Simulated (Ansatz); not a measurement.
The starting structures come from a database of crystals and need not be the phases stable at ambient conditions.

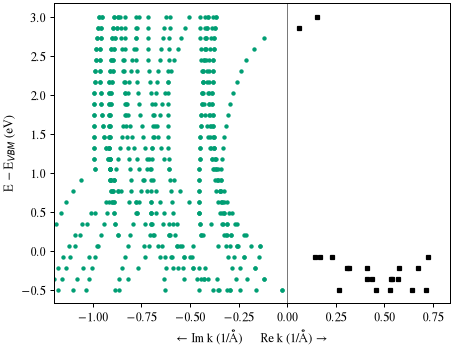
Figure: Complex bands at the centre of the two-dimensional zone; Ansatz (an electronic-structure program) with r2SCAN

No gap correction and no spin-orbit coupling; mid-gap values are interpolated between computed energies.

Problem. This is Tl$_{2}$SnCl$_{6}$ (Fm-3m, not sure to be the ambient phase, 9 atoms a cell, 28.9 Å³ an atom) along the normal of (110). Read off the slowest decay at the centre of the two-dimensional zone at 1.47 eV, the computed energy nearest the middle of the gap.

Solution. κ ≈ 0.33 1/Å, a decay length 1/(2κ) of the density of 1.5 Å.
